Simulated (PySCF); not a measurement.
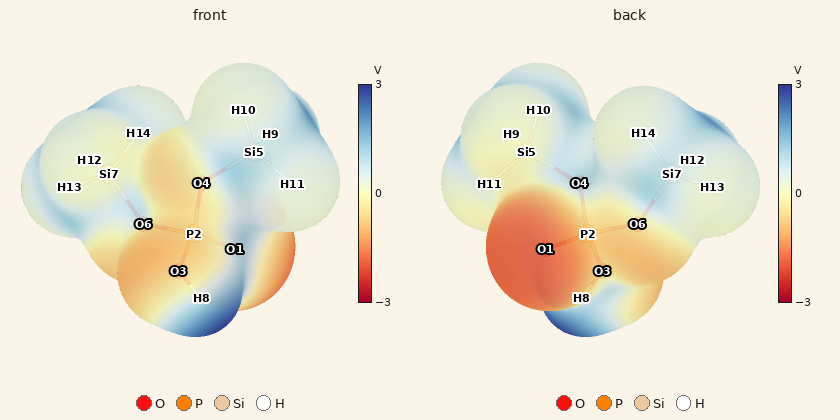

Figure 1: H7O4PSi2 (SMILES O=P(O)(O[SiH3])O[SiH3]). The molecular electrostatic potential painted on the density surface at 0.002 e/bohr³, seen from the front and from behind; red is negative and blue positive.

Geometry: PBE0-D3(BJ)/def2-SVP.

These are results of PBE0/pcSseg-1, SCF density, gas phase, non-relativistic in PySCF 2.14.0, not measurements.

```xyz
14

O    -0.4416    0.5292   -2.1530
P     0.0674    0.8310   -0.8017
O    -0.0149    2.3790   -0.3852
O    -0.7022    0.0658    0.3846
Si   -2.1397   -0.8259    0.2461
O     1.5800    0.4680   -0.4802
Si    2.2630   -0.5692    0.6673
H    -0.4322    2.8812   -1.0968
H    -1.9080   -2.0318   -0.5925
H    -2.4804   -1.2138    1.6398
H    -3.2076    0.0312   -0.3364
H     1.9986   -0.0488    2.0358
H     3.7193   -0.5747    0.3760
H     1.6917   -1.9357    0.5106
```

Question: Where is the surface potential most negative and most positive?

Answer: The most negative region (about −2.0 V, or −46 kcal/mol for a unit charge) lies over O1, the most positive (about +2.7 V, or +62 kcal/mol for a unit charge) over H8. O1 is the likeliest acceptor of a hydrogen bond.

Question: How polar is the molecule by this calculation?

Answer: Its dipole moment is 2.15 D.
